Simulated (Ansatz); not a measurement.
# Lattice dynamics of SnPt (model cell, started as zinc blende), part 2 of 2

How does SnPt (model cell, started as zinc blende) vibrate, and is this structure a minimum?

Ansatz 0.2.0; DFT LDA, scalar-relativistic, plane waves, PAW.

So far. Step 4 (Tight relaxation): The forces vanish by symmetry and the pressure is -0.005 GPa, within the tolerances set. The cell now holds 25.76 Å³/atom. Step 5 (Modes at Γ): Before it was imposed, the acoustic sum rule was missed by 8.7e-5 eV/Å². Small misses are needed for a sound result but don't prove that mesh and cutoff are converged. The lowest optical mode is real, 191 cm⁻¹. The relaxed cell has a = 5.907 Å (conventional setting).

The structure was built from a prototype and need not be the compound's stable phase.

## (6) The dispersion

Stability and thermal properties need the whole zone. Linear response on a 4×4×4 q mesh gives force constants as far as a supercell of that size would.

input.yaml

```yaml
crystal:
  lattice:
    - [0.0, 2.9533293504, 2.9533293504]
    - [2.9533293504, 0.0, 2.9533293504]
    - [2.9533293504, 2.9533293504, 0.0]
  atoms:
    - { symbol: Pt, position: [0.0, 0.0, 0.0] }
    - { symbol: Sn, position: [0.25, 0.25, 0.25] }
kpoints:
  mp_grid: { grid: [12, 12, 12] }
hamiltonian:
  xc: lda
scf:
  occupations: { method: methfessel_paxton, width: 0.15 }
output:
  eigenvalues: true
phonons:
  method: dfpt
  qmesh: [4, 4, 4]
  temperatures: { t_max: 1000, t_step: 50 }
  qpath:
    path:
      - [[0.0, 0.0, 0.0], [-0.5, -0.5, 0.0], [-0.375, -0.375, 0.25]]
      - [[-0.375, 0.0, 0.375], [0.0, 0.0, 0.0], [0.0, 0.0, 0.5], [-0.5, -0.25, 0.25], [-0.5, -0.5, 0.0]]
    npoints: 10
```

Command:

```console
$ ansatz run input.yaml --threads 4 --pin off --max-ram 7168MiB --backend cpu --events-out ev --progress --plain --runs-dir out
```

Numbers of over 12 decimals in the logs are rounded to 6 here.

Log:

```text
Warning: phonons: the dynamical matrix that this run interpolates holds no multipole term above the dipole-dipole one, and a site of this crystal is no centre of inversion, so its interpolated transverse optical and acoustic branches and sound speeds can stay off near Gamma, and the density of states and the thermodynamics with them. What a run solves at a wave vector of phonons.qpoints, Gamma apart, where the deck admits one, is free of this, and under fd what a larger phonons.supercell samples
[...]
Crystal: 2 atoms, lattice volume = 51.519 Å³
Basis set: ecut = 420 eV, 965 PW (Γ), exchange–correlation on 60×60×60 points (8 copies of the dense FFT grid, shifted against one another)
Bands: 20, of which v1, the nominal top of the filled ones, is band 16 counted from 1 (15 counted from 0)
Symmetry: 24 space group operations
k-points: 72 of 1728 (time reversal used)
[...]
SCF iter   1: F=—  HF=-18124.568576 eV  |F-HF|=—  |Δ(HF+E_count)|=         —  Δρ=5.76e-3  dr2=9.61e-3  ethr=1.77e-3  ⟨swp⟩=5.6  Hψ=6649  notcnv=0
[...]
SCF iter  10: F=-18124.564869 eV  HF=-18124.564869 eV  |F-HF|=0.00e0  |Δ(HF+E_count)|=  1.46e-11  S|Δr|=    0.00e0  Δρ=9.19e-8  dr2=6.72e-12  ethr=1.00e-12  ⟨swp⟩=6.8  Hψ=6327  notcnv=0
SCF 1 converged in 10 iterations: F = -18124.564869 eV  dr2 = 6.72e-12
[...]
SCF iter   4: F=-18124.564869 eV  HF=-18124.564869 eV  |F-HF|=7.28e-12  |Δ(HF+E_count)|=  1.46e-11  S|Δr|=    0.00e0  Δρ=1.35e-7  dr2=5.91e-12  ethr=1.00e-12  ⟨swp⟩=2.8  Hψ=4250  notcnv=0
SCF 2 converged in 4 iterations: F = -18124.564869 eV  dr2 = 5.91e-12
phonons: the bands overlap, so this run is a metal and interpolates without the dipole-dipole term. If the crystal is really an insulator or semiconductor, its LO-TO splitting is missing
NSCF: frozen V_eff on 72 k-points
[...]
DFPT response loops at q = (0, 0, 0) (fractional): preconditioner auto → Kerker (q_TF=auto, 2.520 Å⁻¹) (partly filled bands, converged f_vac=0.032); β = 1.00, the filter's whole step (`scf.mixing.beta` (0.50) is not read by the response loops under this deck's `scf.mixing.preconditioner`; to damp them name `kerker` or `kerker_dos`, under which they read `scf.mixing.beta`, and type it under 1.00, their step now; both keys bind the ground state too); Broyden in place of MSR1
[...]
SCF converged after 10 iterations
[...]
Free energy (F): -18124.564869 eV
[...]
Internal energy: -18124.565042 eV  (E = F + TS)
E sigma→0 (E₀):  -18124.564912 eV
Entropy (-TS):   0.000173 eV (0.086 meV/atom)
Fermi energy:    11.028806 eV
[...]
--- Band table (eV; the first three rows and the last of 72) ---
  k-point 0: bands = [... 12 lower, 7.0044, 8.3134, 8.3134, 16.2667, 16.9221, 16.9221, 16.9221, 18.0081]
  k-point 1: bands = [... 12 lower, 7.0299, 8.3034, 8.3034, 15.2945, 16.5359, 16.5359, 16.7379, 18.3825]
  k-point 2: bands = [... 12 lower, 7.0961, 8.2843, 8.2843, 13.5565, 15.8882, 15.8882, 16.6388, 18.9511]
  k-point 71: bands = [... 12 lower, 7.7869, 8.3237, 8.6314, 9.7830, 10.1387, 11.5359, 19.2947, 19.5984]
--- Phonons (Γ-DFPT): 2 representative perturbations + reference (Σ response iterations 6) ---
  ASR residual: 8.878e-5 → 0.000e0 eV/Å²; symmetrization residual: 4.557e-5 eV/Å²
  ASR residual per site (eV/Å²): 8.88e-5 2.09e-5
  Γ frequencies (cm⁻¹): 0.00 0.00 0.00 191.17 191.17 191.17
--- Phonons (arbitrary-q DFPT): 8 irreducible q on the 4×4×4 mesh ---
  q = [0.0000, 0.0000, 0.0000] (star 1, of the zone-centre solve; hermiticity 9.19e-6, symmetrization 3.48e-12): 0.00 0.00 0.00 191.17 191.17 191.17
  q = [0.0000, 0.0000, 0.2500] (star 8, 2 solved perturbations on 936 of 1728 k-point pairs; hermiticity 4.05e-6, symmetrization 3.14e-13): -10.22 -10.22 70.27 189.10 192.48 192.48
[...]
q = [0.0000, 0.2500, 0.2500] (star 6, 4 solved perturbations in 1608 linear systems a pass and spin channel, the states on 510 of 1728 k-point pairs; hermiticity 6.85e-6, symmetrization 2.45e-13): -15.40 -15.40 81.75 186.66 191.65 191.65
[...]
sum rule: each row above includes the acoustic sum rule's correction from the zone centre's row sums; it moved no ω² by more than (0.35 cm⁻¹)²
  mesh force constants: q→R imaginary residual 2.64e-18; ASR residual 8.878e-5 → 0.000e0 eV/Å²; symmetrization residual 5.329e-15 eV/Å²
  interpolated dispersion: 62 rows × 6 modes
  density of states and harmonic sums: on the 20×20×20 q-mesh, interpolated from the force constants of a 4×4×4 supercell (no non-analytic term)
  largest difference from the sums on the solved wave vectors: F 6.07e-2 eV, S 7.22e-5 and C_V 1.16e-5 eV/K
  zero-point energy: 0.041071 eV/cell   skipped modes (ω ≤ 0): 437, of them read as no rigid motion or as one in doubt: 434 (1.663e0 modes/cell left out, lowest -22.85 cm⁻¹)   left out of the sums: 2.77e-1 of the cell's modes: C_V's classical limit lies that fraction below 3 k_B per atom; for a crystal, a wire or a layer, F and S can be off by more, and a phonons.interpolated_qmesh denser along its periods is the remedy for the sampling
```

Run time: 6.4 min. Hardware: 4 threads of Arm Neoverse V2, shared host; peak memory 3.9 GiB; 25 min of CPU time.

This step gave:

```yaml
sum_rule_residual_before_enforcement: 8.88e-5 eV/Å²
lowest_frequency_on_the_path: -22.85 cm⁻¹
highest_frequency_on_the_path_or_at_a_solved_wavevector: 192.6 cm⁻¹
lowest_mode_on_the_q_mesh_acoustic_modes_at_gamma_apart: -22.85 cm⁻¹
```

Frequencies (cm⁻¹) solved at each irreducible wavevector; negative means imaginary. Frequencies by wavevector, by row:

```tsv
q in reciprocal lattice units	star	mode 1	mode 2	mode 3	mode 4	mode 5	mode 6
0 0 0	1	0	0	0	191.2	191.2	191.2
0 0 0.25	8	-10.2	-10.2	70.3	189.1	192.5	192.5
0 0 -0.5	4	6.8	6.8	103.3	177.2	191	191
0 0.25 0.25	6	-15.4	-15.4	81.8	186.7	191.7	191.7
0 0.25 -0.5	24	-14.6	-9	112.3	173.5	189.7	190.2
0 0.25 -0.25	12	-13.5	-11.2	101.2	178.4	191.1	191.2
0 -0.5 -0.5	3	-21	-21	123.3	165.7	188.3	188.3
0.25 -0.5 -0.25	6	-22.9	14.3	125.4	166.4	189.1	190.2
```

Interpolated from a 4×4×4 q mesh. Phonon branches along the path, in cm⁻¹:

```tsv
point	branch 1	branch 2	branch 3	branch 4	branch 5	branch 6
Γ	0	0	0	191	191	191
X	-21	-21	123	166	188	188
U	-15	-13	123	167	189	190
jump to K	-15	-13	123	167	189	190
Γ	0	0	0	191	191	191
L	7	7	103	177	191	191
W	-23	14	125	166	189	190
X	-21	-21	123	166	188	188
```

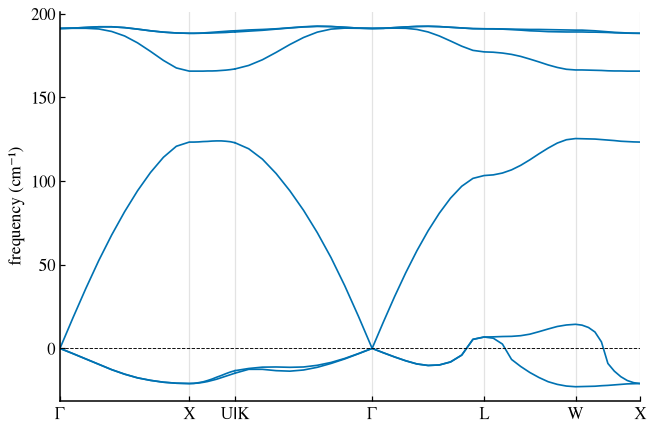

Phonon branches along the path.

The phonon density of states has structure finer than the step of the table below, so its rows give means over 10 cm⁻¹, whole bins alone (the curve runs from -23 to 193 cm⁻¹). Peaks (cm⁻¹: height): -9.0: 0.126, 191.0: 0.603.

Tetrahedra on a 20×20×20 mesh, mean over bins of 2 cm-1. Interpolated from a 4×4×4 q mesh. Phonon density of states against wavenumber; means over each step:

```tsv
wavenumber (cm⁻¹)	phonon density of states (1/cm⁻¹/cell)
-10	0.0924
0	0.0265
10	0.0209
20	2.2e-4
30	5.1e-4
40	9.7e-4
50	0.00168
60	0.00272
70	0.00427
80	0.00660
90	0.0103
100	0.0187
110	0.0256
120	0.0274
130	9.3e-4
140	0
150	0
160	2.3e-4
170	0.0436
180	0.0382
```

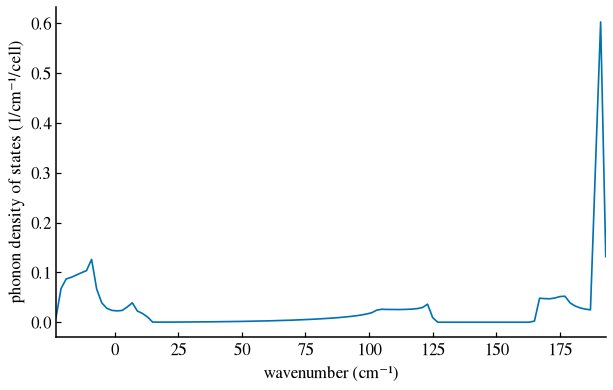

Phonon density of states against wavenumber.

The partial phonon density of states has structure finer than the step of the table below, so its rows give means over 20 cm⁻¹, whole bins alone (the curve runs from -32.6 to 208 cm⁻¹). Peaks (cm⁻¹: height): Pt -11.4: 0.0639, 121.9: 0.0270, 190.1: 0.150; Sn -11.4: 0.0438, 190.1: 0.215.

Phonopy on the run's constants, 17x17x17 mesh, Gaussian sigma 2.0 cm-1. Interpolated from a 4×4×4 q mesh. The partial phonon density of states by wavenumber; means over each step; values in 1/cm⁻¹/cell:

```tsv
wavenumber (cm⁻¹)	Pt	Sn
-20	0.0327	0.0234
0	0.0237	0.0164
20	0.00224	0.00163
40	6.9e-4	3.9e-4
60	0.00180	9.3e-4
80	0.00473	0.00209
100	0.0140	0.00446
120	0.0184	0.00224
140	1.1e-5	0
160	6.9e-4	0.00929
180	0.0252	0.0517
```

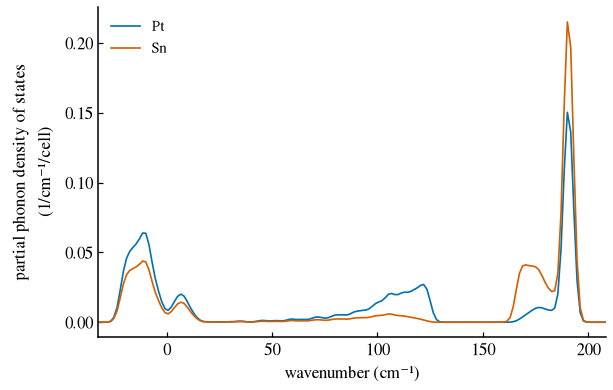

Partial phonon density of states, plotted against wavenumber.

Second derivatives of the energy by pair, one row for each kind of neighbour of each atom listed. Each entry sums the pair over the periodic images of the supercell that the q mesh stands for, and in a polar crystal it holds the long-range dipole part too. Force constants by pair, by row:

```tsv
atom	neighbour	distance (Å)	third of the trace (eV/Å²)	along the pair's line (eV/Å²)
Pt1	itself	0	10.87	–
Pt1	Sn	2.558	-2.557	-7.562
Pt1	Pt	4.177	-0.0625	-0.1521
Pt1	Sn	4.898	-0.0065	-0.0037
Pt1	Pt	5.907	-0.0133	-0.0182
Pt1	Sn	6.437	0.0166	0.0351
Pt1	Pt	7.234	0.0021	-0.008
Sn2	itself	0	10.05	–
Sn2	Pt	2.558	-2.557	-7.562
Sn2	Sn	4.177	0.0285	-0.2868
Sn2	Pt	4.898	-0.0065	-0.0037
Sn2	Sn	5.907	-0.0217	-0.0409
Sn2	Pt	6.437	0.0166	0.0351
Sn2	Sn	7.234	-0.0058	-0.0244
```

Symmetry leaves 8 wavevectors to solve. The lowest mode among them, the acoustic zeros apart, lies at q = (0.25, -0.5, -0.25) and is imaginary, 22.9i cm⁻¹, so the energy falls along it.

## (7) Isotope substitution

An isotope changes the mass and not the force constants, so no new electronic calculation is needed; the shifts show which modes move this element.

The same force constants with the mass of Sn changed from 118.710 to 123.905 u (phonopy, no LO-TO term). Both lists are sorted by frequency; levels can cross, so a row need not hold one and the same mode. Modes under 3 cm⁻¹ are left out. Isotope shifts, by row:

```tsv
q	rank	natural mass (cm⁻¹)	changed mass (cm⁻¹)
0 0 0	4	191.2	188.7
0 0 0	5	191.2	188.7
0 0 0	6	191.2	188.7
0 0 0.25	1	-10.22	-10.14
0 0 0.25	2	-10.22	-10.14
0 0 0.25	3	70.27	69.76
0 0 0.25	4	189.1	186.4
0 0 0.25	5	192.5	190
0 0 0.25	6	192.5	190
0 0 -0.5	1	6.84	6.78
0 0 -0.5	2	6.84	6.78
0 0 -0.5	3	103.3	102.7
0 0 -0.5	4	177.2	174.4
0 0 -0.5	5	191	188.6
0 0 -0.5	6	191	188.6
0 0.25 0.25	1	-15.4	-15.26
0 0.25 0.25	2	-15.4	-15.26
0 0.25 0.25	3	81.75	81.2
0 0.25 0.25	4	186.7	183.9
0 0.25 0.25	5	191.7	189.2
0 0.25 0.25	6	191.7	189.2
```

A mode of this element alone would shift by -2.12 %. The highest zone-centre frequency without the field goes from 191.2 to 188.7 cm⁻¹ (-1.3 %). The product of the frequency ratios over all optical modes at Γ is 0.961; the product rule, (m/m′)^(3k/2) (M′/M)^(3/2) with k = 1 such atoms and M the mass of the cell, gives 0.961.

## (8) What came out

```yaml
space_group_after_relaxation_within_0p01_a: F-43m
volume_per_atom: 25.8 Å³
electronic_character: no gap on this mesh
highest_optical_mode_at_the_zone_centre_no_lo_to_term: 191 cm⁻¹
lowest_optical_zone_centre_mode: 191 cm⁻¹
lowest_mode_on_the_q_mesh_acoustic_modes_at_gamma_apart: -22.9 cm⁻¹
highest_frequency_on_the_path_or_at_a_solved_wavevector: 193 cm⁻¹
imaginary_modes_on_the_4x4x4_q_mesh: yes
```

What this shows: Modes are clearly imaginary (beyond 10i cm⁻¹) at 6 of the 8 irreducible wavevectors, most at q = (0.25, -0.5, -0.25) (22.9i cm⁻¹), so this structure is not a minimum of the energy. The optical modes at Γ form one degenerate level at 191 cm⁻¹. With no gap, or one that is small against the smearing, the frequencies hang on the k mesh and the smearing, most of all near Kohn anomalies. Spin-orbit coupling is left out, which can matter for the heavy elements here. The starting cell was built on a prototype and not taken from a measurement, so the phase need not exist. These are harmonic frequencies at zero temperature: anharmonic shifts, linewidths and thermal expansion are left out.

[Logs are printed without paths, hosts, clocks, repeated set-up lines and the standing remarks that a program may print on its own settings, such as how far it seeks lower states.]

[Hosts, paths, dates, database ids (printed as entryN), source tags and the programs' standing remarks are cut or masked in the printed files.]
